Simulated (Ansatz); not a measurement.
# Abstraction of H: CH6O2Sn + C2H2F3 → CH5O2Sn + C2H3F3

Species: CH6O2Sn `C[O][SnH2][OH]`, singlet; C2H2F3 `[CH2]C(F)(F)F`, doublet; CH5O2Sn `C[O][SnH][OH]`, doublet; C2H3F3 (1,1,1-trifluoroethane) `CC(F)(F)F`, singlet. A radical takes H: the energy is the difference in strength between the Sn–H bond broken and the C–H bond made.

Shapes, held fixed at every level: PBE0-D4/def2-TZVP. Flexible molecules stand in one conformer, not always the lowest. Programs: Ansatz 0.2.0. Electronic energies: no zero-point or thermal term.

```csv
level,kind,ΔE (kJ/mol),less CCSD(T)/def2-TZVPP
HF/def2-TZVPP,Hartree–Fock,-113.6,+37.2
PBE-D4/def2-TZVPP,GGA,-175.5,-24.7
r2SCAN-D4/def2-TZVPP,meta-GGA,-158.9,-8.1
wB97X-V/def2-TZVPP,range-separated hybrid,-153.5,-2.7
MP2/def2-TZVPP,perturbation theory,-159.1,-8.3
CCSD/def2-TZVPP,coupled cluster or CI,-145.7,+5.1
CCSD(T)/def2-TZVPP,coupled cluster or CI,-150.8,0.0
```

The highest level, CCSD(T)/def2-TZVPP, gives ΔE = -150.8 kJ/mol; the levels span -175.5 to -113.6. The column of differences is taken from that level and isn't an error. No measured value is set beside it here. Open shells run unrestricted unless RO is named. For atoms past krypton def2 sets carry core potentials with scalar relativity. Correlated rows may include outer-core shells of Sn, which these sets cover unevenly.

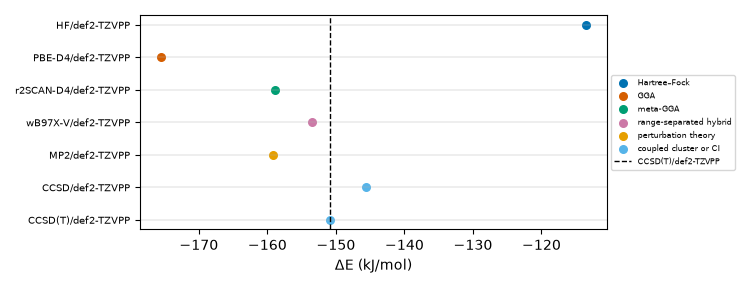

The values of the table, level by level.
